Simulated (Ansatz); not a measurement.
# Molecular dynamics, with input and output: Ga2BH2F

- system: Ga2BH2F
- method: RKS revPBE/def2-SVP (Ansatz 0.2.0)

The geometry comes from this level: PBE0-D4/def2-TZVP. Figures and captions count atoms from 1; the log counts them from 0 in places.

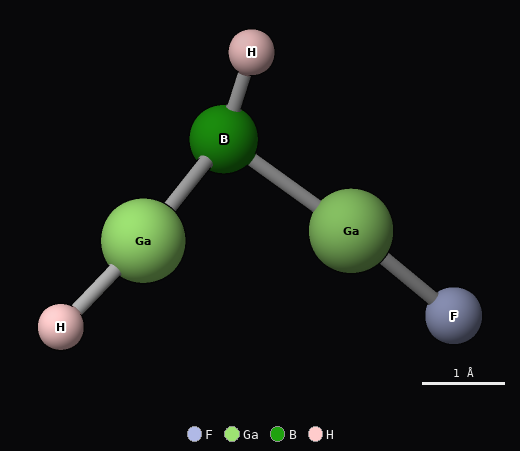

*The structure as given in the input (ball-and-stick view, seen at a tilt). Sticks mark near contacts.*

Bond lengths as drawn: B–Ga 1.93 to 1.95 Å, B–H 1.20 Å, F–Ga 1.74 Å and Ga–H 1.56 Å.

**Key numbers**

| quantity | value |
| --- | --- |
| outcome | finished |
| mean temperature over the second half | 649 K |
| trajectory | 20 steps, 20 fs |
| ensemble | nvt_langevin |
| temperature in the input | 700 K |
| time step | 1 fs |
| potential energy (last step) | −108156.2431 eV |
| SCF solution under orbital rotations (last step) | stable |
| largest force (length of the vector) (last step) | 1.605 eV/Å |
| dipole moment (last step) | 1.90 D |
| hardware | 2 threads of Arm Neoverse V1, 23 GiB of memory available, shared host |
| wall time | 34 s (CPU time 65 s) |
| peak memory | 0.14 GiB |

So short a trajectory is not equilibrated. The logged temperature at the start can lie below the typed one, since it is counted over all degrees of freedom.

**The input**
```yaml
crystal:
  periodic: [false, false, false]
  atoms:
    - {symbol: F, position_ang: [0.254558, -2.807803, 1.201887]}
    - {symbol: Ga, position_ang: [0.518156, -1.259887, 0.449129]}
    - {symbol: B, position_ang: [0.719846, 0.274707, -0.740356]}
    - {symbol: Ga, position_ang: [-0.902936, 1.187539, -0.215178]}
    - {symbol: H, position_ang: [1.800123, 0.772215, -0.578114]}
    - {symbol: H, position_ang: [-2.347547, 1.769128, -0.163467]}
basis:
  gaussian: {orbitals: def2-SVP}
hamiltonian: {xc: {name: revPBE}}
md: {timestep: 1 fs, n_steps: 20, ensemble: nvt_langevin, temperature: 700, initial_velocities: maxwell_boltzmann, friction: 0.01, seed: 340}
```

Run as:
```bash
ansatz run in.yaml --threads 2 --pin off --events-out ev --progress --plain --max-ram 4352MiB
```

**Output**
```
Functional definition: revPBE
  name "revPBE"
  cite "Zhang & Yang, Phys. Rev. Lett. 80, 890 (1998) doi:10.1103/PhysRevLett.80.890"
  cite "Perdew, Burke & Ernzerhof, Phys. Rev. Lett. 77, 3865 (1996) doi:10.1103/PhysRevLett.77.3865"
  parameter kappa = 1.245
  parameter beta = 0.06672455060314922
  exchange = pbe_x(kappa = kappa, mu = beta*pi^2/3)
  correlation = pbe_c(beta = beta)
1128 factors; their error is unknown
mean field evaluation 1: about -108141.6484 eV, gradient 7.7e1 eV
mean field evaluation 2: about -108070.5573 eV, gradient 1.5e2 eV
mean field evaluation 4: about -108154.1410 eV, gradient 2.6e1 eV
mean field evaluation 8: about -108156.4727 eV, gradient 3.3e-1 eV
mean field evaluation 16: about -108156.4159 eV, gradient 2.8e-4 eV
mean field -108156.41591900 eV, -3974.6749739716 hartree, gradient 4.6e-5 eV, S^2 0.000000; 0 other end points of the search recorded, 0 dependent functions left out
the calculation of the forces begins
reference -108156.41596830 eV, -3974.6749757832 hartree; 39, 39 occupied and 63, 63 virtual orbitals, 1128 factors
md step     0: t =     0.00 fs  T =   583.3 K  F+E_penalty+E_count = -108156.41591900 eV  E_kin = 0.452410 eV  (29 SCF iters)
these checks for a lower state are left out or cut short: starts, cluster_reference, orbital_swaps, neighbouring_geometries, increment
1128 factors; their error is unknown
mean field -108156.41321437 eV, -3974.6748745780 hartree, gradient 5.5e-5 eV, S^2 0.000000; 0 other end points of the search recorded, 0 dependent functions left out
[... from here on the field's lines of each further geometry are left out, up to the last ...]
md step     1: t =     1.00 fs  T =   602.0 K  F+E_penalty+E_count = -108156.41321437 eV  E_kin = 0.466919 eV  (27 SCF iters)
md step     2: t =     2.00 fs  T =   659.0 K  F+E_penalty+E_count = -108156.41451324 eV  E_kin = 0.511075 eV  (27 SCF iters)
md step     3: t =     3.00 fs  T =   678.2 K  F+E_penalty+E_count = -108156.41748805 eV  E_kin = 0.525987 eV  (27 SCF iters)
md step     4: t =     4.00 fs  T =   715.6 K  F+E_penalty+E_count = -108156.41688890 eV  E_kin = 0.554983 eV  (28 SCF iters)
md step     5: t =     5.00 fs  T =   749.7 K  F+E_penalty+E_count = -108156.41060130 eV  E_kin = 0.581456 eV  (28 SCF iters)
md step     6: t =     6.00 fs  T =   763.6 K  F+E_penalty+E_count = -108156.39631168 eV  E_kin = 0.592255 eV  (28 SCF iters)
md step     7: t =     7.00 fs  T =   817.7 K  F+E_penalty+E_count = -108156.37714253 eV  E_kin = 0.634137 eV  (28 SCF iters)
md step     8: t =     8.00 fs  T =   742.8 K  F+E_penalty+E_count = -108156.35850548 eV  E_kin = 0.576057 eV  (28 SCF iters)
md step     9: t =     9.00 fs  T =   744.9 K  F+E_penalty+E_count = -108156.34173835 eV  E_kin = 0.577730 eV  (28 SCF iters)
md step    10: t =    10.00 fs  T =   660.4 K  F+E_penalty+E_count = -108156.32737188 eV  E_kin = 0.512174 eV  (28 SCF iters)
md step    11: t =    11.00 fs  T =   630.7 K  F+E_penalty+E_count = -108156.31738835 eV  E_kin = 0.489138 eV  (28 SCF iters)
md step    12: t =    12.00 fs  T =   667.0 K  F+E_penalty+E_count = -108156.31338560 eV  E_kin = 0.517317 eV  (28 SCF iters)
md step    13: t =    13.00 fs  T =   671.4 K  F+E_penalty+E_count = -108156.31260848 eV  E_kin = 0.520680 eV  (28 SCF iters)
md step    14: t =    14.00 fs  T =   677.4 K  F+E_penalty+E_count = -108156.30859965 eV  E_kin = 0.525348 eV  (28 SCF iters)
md step    15: t =    15.00 fs  T =   644.4 K  F+E_penalty+E_count = -108156.29702538 eV  E_kin = 0.499802 eV  (28 SCF iters)
md step    16: t =    16.00 fs  T =   655.0 K  F+E_penalty+E_count = -108156.27906738 eV  E_kin = 0.508010 eV  (28 SCF iters)
md step    17: t =    17.00 fs  T =   602.9 K  F+E_penalty+E_count = -108156.25602747 eV  E_kin = 0.467549 eV  (28 SCF iters)
md step    18: t =    18.00 fs  T =   617.0 K  F+E_penalty+E_count = -108156.23697604 eV  E_kin = 0.478534 eV  (28 SCF iters)
md step    19: t =    19.00 fs  T =   614.1 K  F+E_penalty+E_count = -108156.23313826 eV  E_kin = 0.476248 eV  (28 SCF iters)
the calculation of the forces begins
reference -108156.24308710 eV, -3974.6686225163 hartree; 39, 39 occupied and 63, 63 virtual orbitals, 1128 factors
1128 factors; their error is unknown
mean field evaluation 128: about -108156.2973 eV, gradient 6.1e-1 eV
mean field -108156.24303797 eV, -3974.6686207109 hartree, gradient 5.5e-5 eV, S^2 0.000000; 1 other end points of the search recorded, 0 dependent functions left out
the calculation of the forces begins
reference -108156.24308710 eV, -3974.6686225163 hartree; 39, 39 occupied and 63, 63 virtual orbitals, 1128 factors
md step    20: t =    20.00 fs  T =   697.2 K  F+E_penalty+E_count = -108156.24303797 eV  E_kin = 0.540713 eV  (30 SCF iters)
```

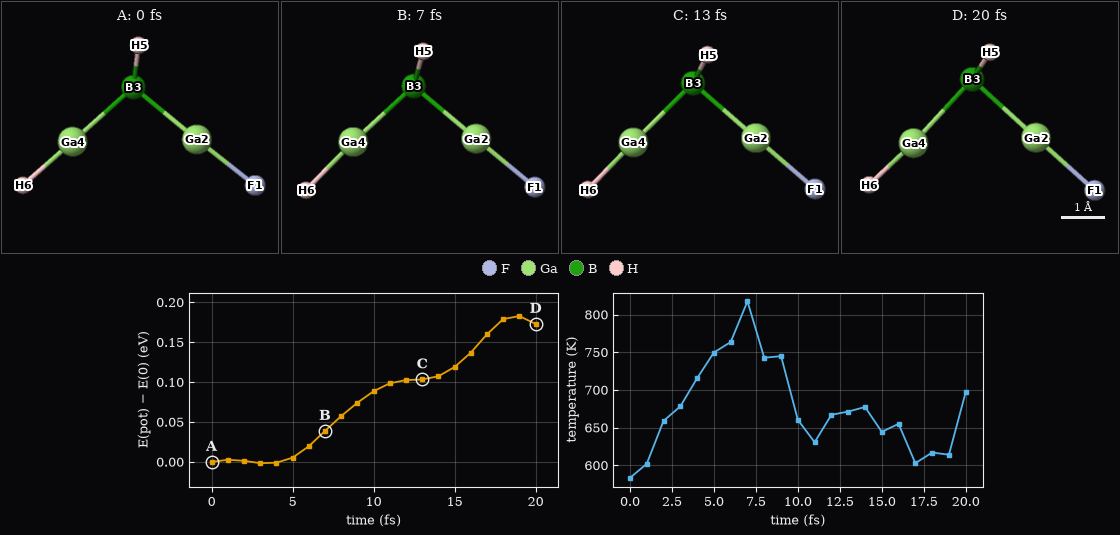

*Frames of the molecular dynamics (ball-and-stick, seen on its broad side) above the curves, on which the letters mark them.*

The trajectory kept here has 21 frames over 20 fs. The temperature starts at 583 K, ranges from 583 to 818 K and averages 649 K over the second half. The potential energy ends 0.173 eV above its first value. After an unweighted best fit of the last frame on the first, the root-mean-square displacement is 0.17 Å.

```
Total energy: -108156.24308710 eV, -3974.6686225163 hartree
Atom 0 at     0.172646    -2.688887     1.511188 Å, force     0.302794     0.924541    -0.798956 eV/Å
Atom 1 at     0.501132    -1.242401     0.412673 Å, force    -0.562187    -0.777434     0.655615 eV/Å
Atom 2 at     0.767859     0.222351    -0.992078 Å, force    -0.635927    -0.034558     0.624314 eV/Å
Atom 3 at    -0.886815     1.179924    -0.251674 Å, force     1.386937    -0.744898    -0.313349 eV/Å
Atom 4 at     1.864725     0.465309    -0.492979 Å, force     0.238872     0.339414    -0.155140 eV/Å
Atom 5 at    -2.362380     1.568200    -0.408532 Å, force    -0.730488     0.292934    -0.012485 eV/Å
Dipole moment:    -0.094686     0.383369     0.018058 e Å
```

**Trajectory as extended XYZ (Å, eV, eV/Å), 21 frames, from step=0 to step=20**
```
6
Properties=species:S:1:pos:R:3:forces:R:3 step=0 time_fs=0.0 energy=-108156.41592 temperature=583.3
F     0.2546   -2.8078    1.2019   -0.1461  -0.7632   0.3538
Ga    0.5182   -1.2599    0.4491    0.1420   0.5169  -0.1618
B     0.7198    0.2747   -0.7404   -0.1361  -0.1623  -0.3508
Ga   -0.9029    1.1875   -0.2152   -0.0465   0.0976   0.1009
H     1.8001    0.7722   -0.5781    0.4502   0.2126   0.0615
H    -2.3475    1.7691   -0.1635   -0.2635   0.0985  -0.0036
6
Properties=species:S:1:pos:R:3:forces:R:3 step=1 time_fs=1.0 energy=-108156.41321 temperature=602.0
F     0.2509   -2.8004    1.2148   -0.1309  -0.7336   0.3417
Ga    0.5179   -1.2583    0.4482    0.0911   0.4418  -0.1074
B     0.7170    0.2664   -0.7493   -0.1607  -0.1229  -0.3849
Ga   -0.9010    1.1854   -0.2166   -0.0285   0.0292   0.0962
H     1.7921    0.7584   -0.5560    0.5265   0.2493   0.0549
H    -2.3533    1.7409   -0.1725   -0.2976   0.1362  -0.0005
6
Properties=species:S:1:pos:R:3:forces:R:3 step=2 time_fs=2.0 energy=-108156.41451 temperature=659.0
F     0.2477   -2.7943    1.2291   -0.1058  -0.6570   0.3047
Ga    0.5180   -1.2569    0.4468    0.0302   0.3346  -0.0367
B     0.7142    0.2587   -0.7602   -0.0860  -0.0493  -0.3948
Ga   -0.8994    1.1834   -0.2183   -0.0684  -0.0156   0.0957
H     1.7880    0.7454   -0.5333    0.4965   0.2394   0.0319
H    -2.3639    1.7137   -0.1812   -0.2665   0.1479  -0.0007
6
Properties=species:S:1:pos:R:3:forces:R:3 step=3 time_fs=3.0 energy=-108156.41749 temperature=678.2
F     0.2449   -2.7887    1.2436   -0.0739  -0.5491   0.2497
Ga    0.5182   -1.2550    0.4448   -0.0376   0.1904   0.0585
B     0.7107    0.2504   -0.7722    0.1090   0.0769  -0.3862
Ga   -0.8979    1.1816   -0.2202   -0.1943  -0.0281   0.0998
H     1.7876    0.7334   -0.5107    0.3490   0.1785  -0.0189
H    -2.3801    1.6884   -0.1904   -0.1521   0.1315  -0.0030
6
Properties=species:S:1:pos:R:3:forces:R:3 step=4 time_fs=4.0 energy=-108156.41689 temperature=715.6
F     0.2414   -2.7836    1.2589   -0.0374  -0.4153   0.1789
Ga    0.5182   -1.2527    0.4429   -0.1097   0.0114   0.1768
B     0.7081    0.2417   -0.7839    0.3120   0.2203  -0.3686
Ga   -0.8964    1.1799   -0.2222   -0.3656  -0.0227   0.1021
H     1.7888    0.7212   -0.4875    0.1770   0.1112  -0.0827
H    -2.3998    1.6682   -0.1989    0.0238   0.0951  -0.0065
6
Properties=species:S:1:pos:R:3:forces:R:3 step=5 time_fs=5.0 energy=-108156.41060 temperature=749.7
F     0.2368   -2.7790    1.2750    0.0047  -0.2525   0.0895
Ga    0.5183   -1.2500    0.4411   -0.1856  -0.1891   0.3074
B     0.7071    0.2336   -0.7964    0.5115   0.3634  -0.3264
Ga   -0.8948    1.1783   -0.2239   -0.5191  -0.0234   0.0973
H     1.7919    0.7090   -0.4628   -0.0102   0.0410  -0.1596
H    -2.4191    1.6507   -0.2084    0.1986   0.0605  -0.0082
6
Properties=species:S:1:pos:R:3:forces:R:3 step=6 time_fs=6.0 energy=-108156.39631 temperature=763.6
F     0.2318   -2.7748    1.2912    0.0503  -0.0826  -0.0063
Ga    0.5185   -1.2467    0.4396   -0.2674  -0.3887   0.4347
B     0.7067    0.2268   -0.8092    0.6900   0.4731  -0.2701
Ga   -0.8927    1.1770   -0.2254   -0.6728  -0.0207   0.0905
H     1.7958    0.6925   -0.4368   -0.1723  -0.0091  -0.2421
H    -2.4383    1.6338   -0.2199    0.3722   0.0281  -0.0068
6
Properties=species:S:1:pos:R:3:forces:R:3 step=7 time_fs=7.0 energy=-108156.37714 temperature=817.7
F     0.2263   -2.7714    1.3081    0.0982   0.0967  -0.1102
Ga    0.5185   -1.2437    0.4383   -0.3524  -0.5846   0.5555
B     0.7076    0.2210   -0.8225    0.7886   0.5308  -0.2087
Ga   -0.8903    1.1761   -0.2271   -0.7924  -0.0252   0.0746
H     1.7991    0.6705   -0.4128   -0.2650  -0.0195  -0.3105
H    -2.4552    1.6188   -0.2349    0.5231   0.0017  -0.0006
6
Properties=species:S:1:pos:R:3:forces:R:3 step=8 time_fs=8.0 energy=-108156.35850 temperature=742.8
F     0.2207   -2.7680    1.3252    0.1418   0.2606  -0.2094
Ga    0.5183   -1.2412    0.4367   -0.4261  -0.7390   0.6478
B     0.7103    0.2167   -0.8370    0.8212   0.5490  -0.1301
Ga   -0.8883    1.1752   -0.2289   -0.8402  -0.0482   0.0471
H     1.8032    0.6472   -0.3950   -0.3191  -0.0102  -0.3643
H    -2.4676    1.6045   -0.2518    0.6223  -0.0122   0.0090
6
Properties=species:S:1:pos:R:3:forces:R:3 step=9 time_fs=9.0 energy=-108156.34174 temperature=744.9
F     0.2150   -2.7637    1.3418    0.1782   0.3894  -0.2922
Ga    0.5178   -1.2396    0.4347   -0.4873  -0.8384   0.7049
B     0.7136    0.2138   -0.8520    0.8044   0.5321  -0.0455
Ga   -0.8869    1.1742   -0.2309   -0.8439  -0.0824   0.0150
H     1.8059    0.6246   -0.3815   -0.3327   0.0148  -0.4022
H    -2.4764    1.5899   -0.2690    0.6813  -0.0156   0.0200
6
Properties=species:S:1:pos:R:3:forces:R:3 step=10 time_fs=10.0 energy=-108156.32737 temperature=660.4
F     0.2092   -2.7598    1.3583    0.2133   0.5112  -0.3737
Ga    0.5174   -1.2385    0.4325   -0.5460  -0.9245   0.7529
B     0.7167    0.2118   -0.8664    0.7624   0.5014   0.0401
Ga   -0.8862    1.1739   -0.2331   -0.7898  -0.1275  -0.0217
H     1.8073    0.6021   -0.3699   -0.3258   0.0481  -0.4305
H    -2.4789    1.5798   -0.2883    0.6858  -0.0086   0.0328
6
Properties=species:S:1:pos:R:3:forces:R:3 step=11 time_fs=11.0 energy=-108156.31739 temperature=630.7
F     0.2038   -2.7557    1.3749    0.2433   0.6185  -0.4499
Ga    0.5169   -1.2379    0.4305   -0.5934  -0.9918   0.7916
B     0.7204    0.2105   -0.8796    0.6819   0.4632   0.1157
Ga   -0.8859    1.1740   -0.2350   -0.6806  -0.1821  -0.0599
H     1.8095    0.5810   -0.3650   -0.2971   0.0866  -0.4406
H    -2.4764    1.5721   -0.3056    0.6459   0.0056   0.0430
6
Properties=species:S:1:pos:R:3:forces:R:3 step=12 time_fs=12.0 energy=-108156.31339 temperature=667.0
F     0.1992   -2.7509    1.3923    0.2668   0.7095  -0.5205
Ga    0.5161   -1.2377    0.4288   -0.6241  -1.0297   0.8154
B     0.7248    0.2100   -0.8925    0.5315   0.4094   0.1756
Ga   -0.8862    1.1741   -0.2367   -0.5088  -0.2561  -0.0979
H     1.8097    0.5645   -0.3670   -0.2138   0.1327  -0.4201
H    -2.4690    1.5629   -0.3187    0.5485   0.0342   0.0475
6
Properties=species:S:1:pos:R:3:forces:R:3 step=13 time_fs=13.0 energy=-108156.31261 temperature=671.4
F     0.1954   -2.7458    1.4097    0.2840   0.7847  -0.5840
Ga    0.5145   -1.2378    0.4273   -0.6400  -1.0356   0.8179
B     0.7296    0.2110   -0.9056    0.3428   0.3379   0.2321
Ga   -0.8867    1.1748   -0.2389   -0.2611  -0.3481  -0.1332
H     1.8084    0.5518   -0.3730   -0.0978   0.1800  -0.3798
H    -2.4548    1.5537   -0.3309    0.3721   0.0811   0.0469
6
Properties=species:S:1:pos:R:3:forces:R:3 step=14 time_fs=14.0 energy=-108156.30860 temperature=677.4
F     0.1919   -2.7399    1.4260    0.2953   0.8349  -0.6327
Ga    0.5124   -1.2385    0.4256   -0.6485  -1.0082   0.7958
B     0.7347    0.2135   -0.9186    0.1130   0.2419   0.2773
Ga   -0.8869    1.1760   -0.2412    0.0361  -0.4473  -0.1661
H     1.8069    0.5374   -0.3821    0.0620   0.2399  -0.3172
H    -2.4367    1.5440   -0.3453    0.1421   0.1388   0.0429
6
Properties=species:S:1:pos:R:3:forces:R:3 step=15 time_fs=15.0 energy=-108156.29703 temperature=644.4
F     0.1885   -2.7336    1.4415    0.3037   0.8733  -0.6743
Ga    0.5106   -1.2392    0.4238   -0.6527  -0.9706   0.7662
B     0.7408    0.2163   -0.9320   -0.1546   0.1462   0.3113
Ga   -0.8872    1.1772   -0.2433    0.3910  -0.5564  -0.1946
H     1.8066    0.5223   -0.3946    0.2452   0.3044  -0.2393
H    -2.4165    1.5350   -0.3567   -0.1327   0.2032   0.0307
6
Properties=species:S:1:pos:R:3:forces:R:3 step=16 time_fs=16.0 energy=-108156.27907 temperature=655.0
F     0.1850   -2.7260    1.4562    0.3074   0.8957  -0.7059
Ga    0.5091   -1.2399    0.4219   -0.6450  -0.9236   0.7334
B     0.7474    0.2185   -0.9454   -0.3895   0.0794   0.3572
Ga   -0.8877    1.1784   -0.2454    0.8000  -0.6710  -0.2189
H     1.8107    0.5099   -0.4109    0.3758   0.3466  -0.1769
H    -2.3946    1.5301   -0.3653   -0.4486   0.2729   0.0112
6
Properties=species:S:1:pos:R:3:forces:R:3 step=17 time_fs=17.0 energy=-108156.25603 temperature=602.9
F     0.1820   -2.7172    1.4701    0.3067   0.9008  -0.7260
Ga    0.5074   -1.2405    0.4201   -0.6307  -0.8695   0.6968
B     0.7543    0.2202   -0.9580   -0.5890   0.0302   0.4078
Ga   -0.8880    1.1796   -0.2472    1.2063  -0.7767  -0.2389
H     1.8179    0.4978   -0.4277    0.4660   0.3756  -0.1279
H    -2.3734    1.5305   -0.3740   -0.7593   0.3396  -0.0118
6
Properties=species:S:1:pos:R:3:forces:R:3 step=18 time_fs=18.0 energy=-108156.23698 temperature=617.0
F     0.1791   -2.7080    1.4839    0.3051   0.9065  -0.7470
Ga    0.5055   -1.2410    0.4180   -0.6133  -0.8311   0.6732
B     0.7606    0.2214   -0.9694   -0.7363  -0.0085   0.4539
Ga   -0.8880    1.1801   -0.2489    1.4855  -0.8361  -0.2578
H     1.8287    0.4844   -0.4472    0.5095   0.3934  -0.0935
H    -2.3591    1.5367   -0.3839   -0.9505   0.3758  -0.0288
6
Properties=species:S:1:pos:R:3:forces:R:3 step=19 time_fs=19.0 energy=-108156.23314 temperature=614.1
F     0.1759   -2.6986    1.4976    0.3048   0.9174  -0.7733
Ga    0.5033   -1.2415    0.4153   -0.5929  -0.8079   0.6657
B     0.7650    0.2219   -0.9805   -0.7357  -0.0233   0.5289
Ga   -0.8874    1.1802   -0.2503    1.5385  -0.8242  -0.2812
H     1.8450    0.4723   -0.4683    0.4211   0.3776  -0.1101
H    -2.3556    1.5483   -0.3967   -0.9358   0.3604  -0.0299
6
Properties=species:S:1:pos:R:3:forces:R:3 step=20 time_fs=20.0 energy=-108156.24304 temperature=697.2
F     0.1726   -2.6889    1.5112    0.3028   0.9245  -0.7990
Ga    0.5011   -1.2424    0.4127   -0.5622  -0.7774   0.6556
B     0.7679    0.2224   -0.9921   -0.6359  -0.0346   0.6243
Ga   -0.8868    1.1799   -0.2517    1.3869  -0.7449  -0.3133
H     1.8647    0.4653   -0.4930    0.2389   0.3394  -0.1551
H    -2.3624    1.5682   -0.4085   -0.7305   0.2929  -0.0125
```

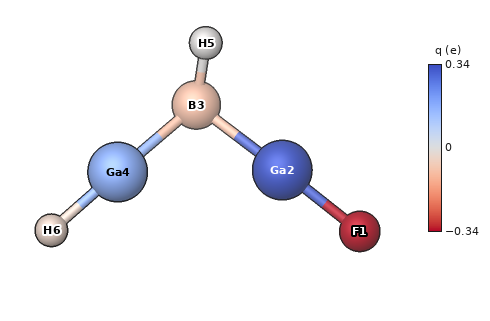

*Mulliken charges, as the colour of each atom (ball-and-stick view, seen on its broad side; atoms are numbered from 1 in the order of the input).*

By element: F −0.33, Ga +0.15 to +0.32, B −0.11 and H −0.04 to 0.00 e.
